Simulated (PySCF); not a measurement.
## A study: C₅H₄O₂, SMILES `C#CC(=O)OC=C`

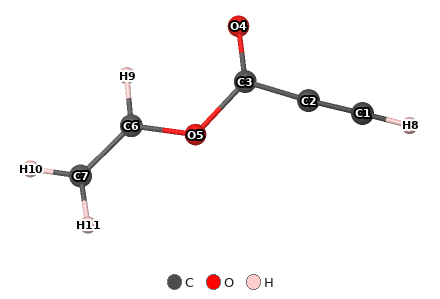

The molecule, with its atoms numbered as below. No frequency check shows the geometry to be a minimum.

Cartesian coordinates (Å):

```
C1      -2.8736    0.8568    0.0000
C2      -1.8120    0.2980    0.0000
C3      -0.5723   -0.4389    0.0000
O4      -0.4926   -1.6383    0.0000
O5       0.4712    0.4123    0.0000
C6       1.7402   -0.1141    0.0000
C7       2.7999    0.6723    0.0000
H8      -3.7967    1.3588    0.0000
H9       1.7830   -1.1964    0.0000
H10      3.7894    0.2568    0.0000
H11      2.7024    1.7433    0.0000
```

## 1. Bonding charge

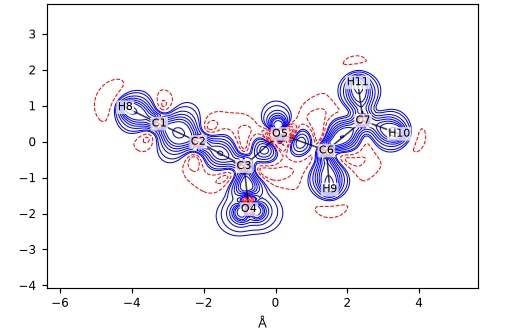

Deformation density (molecule less spherical, spin-averaged free atoms) in the molecular plane; contours at ±0.05 to ±0.8 e/Å³; solid blue lines: gain, dashed red lines: loss.

Level of theory: TPSSh/def2-TZVP (PySCF), at a geometry from GFN2-xTB.

How much density has each bond in this plane gained at its critical point, relative to the free atoms?

Answer. The five largest and four smallest: C1–C2: +0.86 e/Å³ at the bond critical point (bond length 1.20 Å, Mayer order 2.7). C6–H9: +0.81 e/Å³ at the bond critical point (bond length 1.08 Å, Mayer order 1.0). C1–H8: +0.81 e/Å³ at the bond critical point (bond length 1.05 Å, Mayer order 1.0). C6–C7: +0.79 e/Å³ at the bond critical point (bond length 1.32 Å, Mayer order 1.9). C7–H10: +0.75 e/Å³ at the bond critical point (bond length 1.07 Å, Mayer order 0.9). C3–O4: +0.71 e/Å³ at the bond critical point (bond length 1.20 Å, Mayer order 2.0). C2–C3: +0.61 e/Å³ at the bond critical point (bond length 1.44 Å, Mayer order 1.2). C3–O5: +0.25 e/Å³ at the bond critical point (bond length 1.35 Å, Mayer order 1.2). O5–C6: +0.09 e/Å³ at the bond critical point (bond length 1.37 Å, Mayer order 1.0); up to 0.6 Å beside the axis the gain reaches +0.38 e/Å³. In all, 2.7 electrons gather in the regions of gain relative to the promolecule. A small or negative value marks a very polar bond, one between electron-rich atoms, whose free-atom densities already overlap strongly, a long bond to a heavier atom, or a closed-shell contact such as a hydrogen bond.

Where do the Hirshfeld charges lie?

Answer. The highest Hirshfeld charge is on C3 (+0.21 e), the lowest on O4 (−0.23 e).

```tsv
atom	charge (e)
C1	−0.05
C2	−0.05
C3	+0.21
O4	−0.23
O5	−0.07
C6	+0.03
C7	−0.10
H8	+0.10
H9	+0.05
H10	+0.05
H11	+0.05
```

## 2. Bond critical points

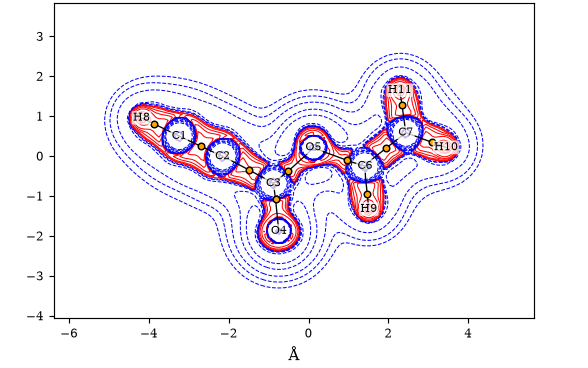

Negative Laplacian of the density (−∇²ρ) in the molecular plane (solid red lines positive, dashed blue lines negative, contours at ±0.02 to ±8 a.u.), with bond paths and bond critical points (dots).

At which bond critical points in this plane is charge locally concentrated, and at which depleted?

Answer. Concentrated (∇²ρ < 0): C3–O4 (−0.14 a.u.); C1–C2 (−1.20 a.u.); C6–C7 (−1.14 a.u.); C3–O5 (−0.64 a.u.); C1–H8 (−1.16 a.u.); C6–H9 (−1.09 a.u.); C2–C3 (−0.85 a.u.); C7–H10 (−1.04 a.u.); C7–H11 (−1.04 a.u.); O5–C6 (−0.37 a.u.). At none is it depleted.

Where along O5–C6 does the critical point lie?

Answer. 0.91 Å from O5 and 0.46 Å from C6.

## 3. Electrostatic potential

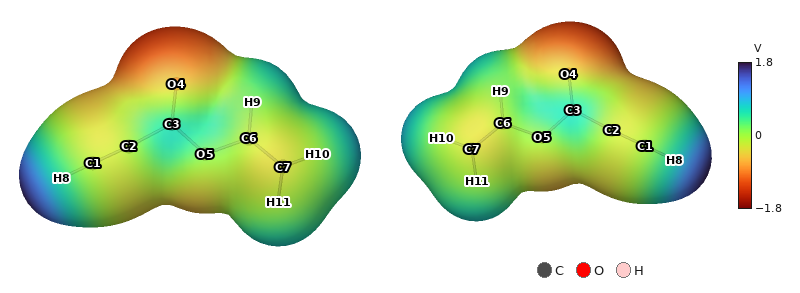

Electrostatic potential on the surface of electron density 0.001 a.u. (back view left, front view right).

Where are the extremes of the potential on the surface?

Answer. Highest: 1.72 V, 1.2 Å from H8. Further maxima include 0.87 V, 1.3 Å from H10; 0.74 V, 1.3 Å from H11. Lowest: −1.32 V, 1.7 Å from O4. Further minima include −0.55 V, 1.8 Å from O5; −0.36 V, off the molecular plane, over C7 (2.1 Å). The surface is sampled at points, so like sites can differ by a few per cent and only the strongest of them is named.

## 4. Localised orbitals

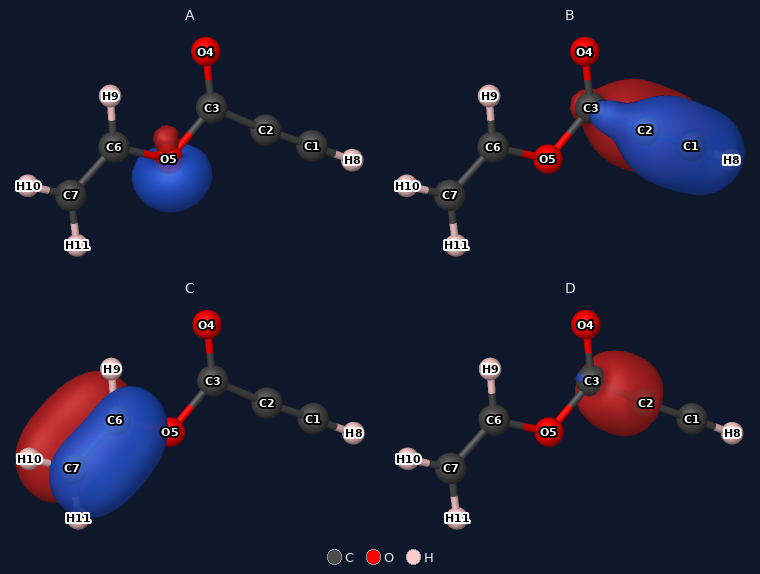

Intrinsic bond orbitals (IBO), occupied; each surface holds about 80 % of the orbital's density. Energies are diagonal elements of the Fock matrix.

PySCF calculation, PBE0/def2-TZVP, gas phase; geometry: GFN2-xTB.

Identify each orbital.

Answer. By panel:
- A: lone pair on O5 (sp1.6-type) (O5 98 %; −15.3 eV)
- B: π bond C2–C1 (C2 51 %, C1 44 %, C3 5 %; −9.6 eV)
- C: π bond C7–C6 (C7 51 %, C6 48 %; −8.5 eV)
- D: σ bond C2–C3 (C2 51 %, C3 48 %; −18.9 eV)
